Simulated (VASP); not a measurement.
Band structure of KMgF3 (cubic perovskite). Calculation: TPSS meta-GGA, VASP's PBE PAW potentials (set 64) (plane waves; VASP).

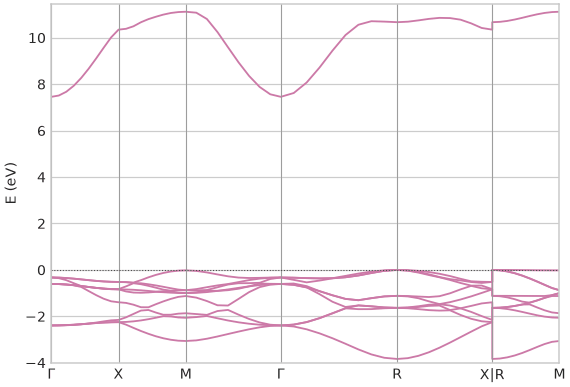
*Bands along high-symmetry lines, zero at the valence-band maximum or, without a gap, the Fermi level*

Read the plot: is there a gap, and where are the band edges?

The gap is indirect, 7.46 eV, from the valence maximum at R to the conduction minimum at Γ.

Measured: gap 12.40 eV (computed value off by -4.94 eV), as given by M. Sahnoun et al., Materials Chemistry and Physics (2004), doi:10.1016/j.matchemphys.2004.11.019.

The compound is KMgF3 in the cubic perovskite structure. It was relaxed first.
